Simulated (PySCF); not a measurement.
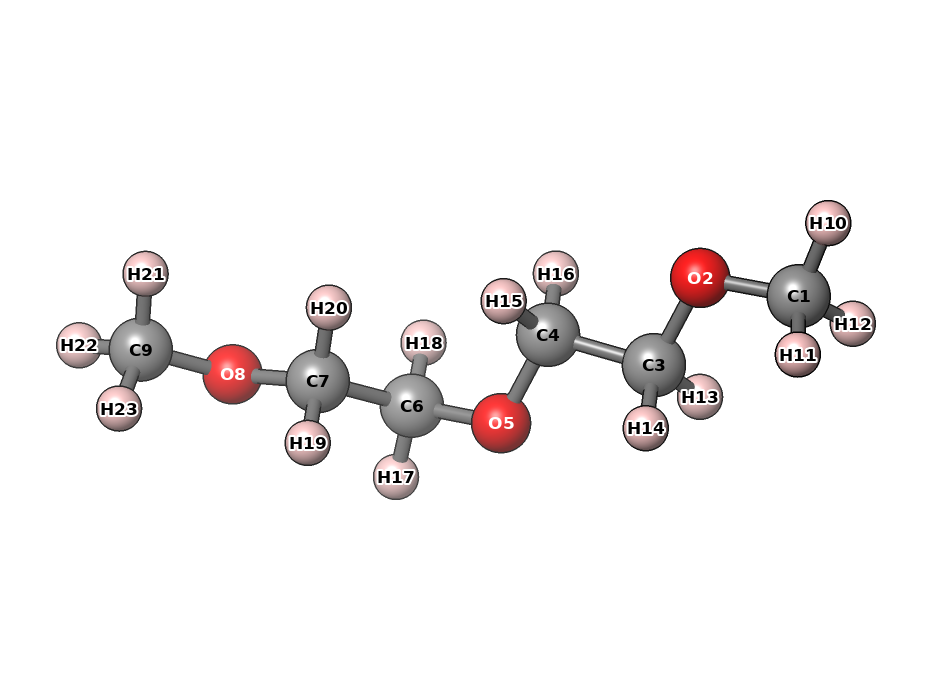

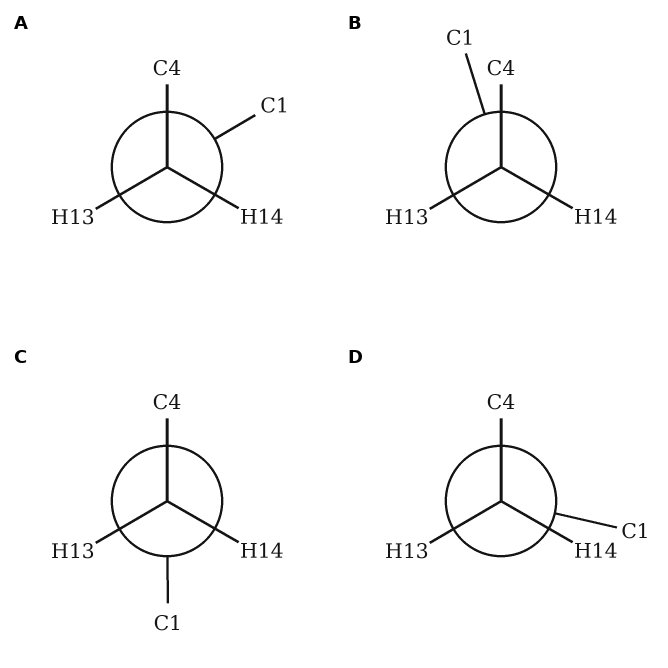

Distant atoms are faded towards the background colour. Bonds that would overlap in a projection are set slightly apart. The computed structure is the end point of a PBE0-D3(BJ)/def2-SVP optimisation. No frequency run is at hand to confirm it as a minimum.

**Which Newman projection shows the view along C3–O2, with C3 in front?**

C. The torsion angle C4–C3–O2–C1 is 180°, antiperiplanar (anti).
